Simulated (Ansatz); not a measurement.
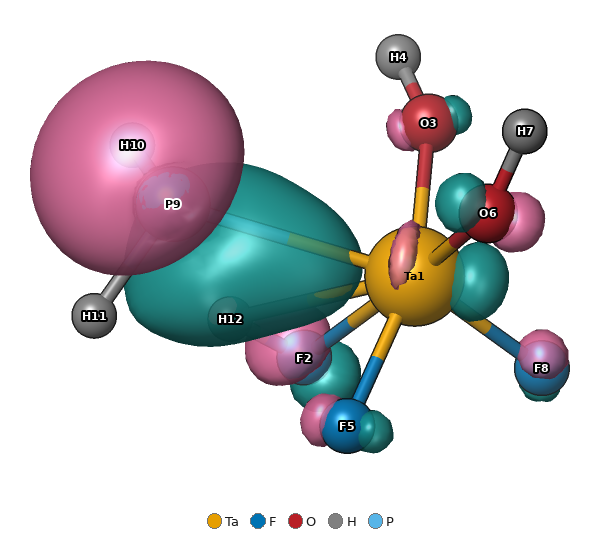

*F$_{3}$H$_{5}$O$_{2}$PTa. One frontier orbital at ±0.15 Å⁻³ᐟ² (teal and pink are the two phases), seen at a tilt.*

Core potentials replace the inner electrons of Ta.

All numbers below come from RKS PBE/def2-SVP (Ansatz).

```xyz
12

Ta   -0.2052    0.4105    0.2094
F     1.9988   -0.4463    0.3148
O    -0.3769   -0.2388    1.9870
H    -0.0796   -0.4025    2.8942
F     0.4824    1.2588   -1.3496
O    -1.8908    1.2583    0.1057
H    -2.6341    1.3304    0.7283
F    -0.3443   -1.2764   -0.6421
P     1.2823    2.2912    1.3591
H     2.0282    1.6902    2.4324
H     2.4132    2.5384    0.5087
H     2.1811    0.4542    0.6946
```

### Which orbital is it: HOMO or LUMO?

The HOMO, at −5.90 eV. Its weight (Hirshfeld) is mainly on P9 (about 65 %), Ta1 (about 10 %) and F2 (about 5 %).
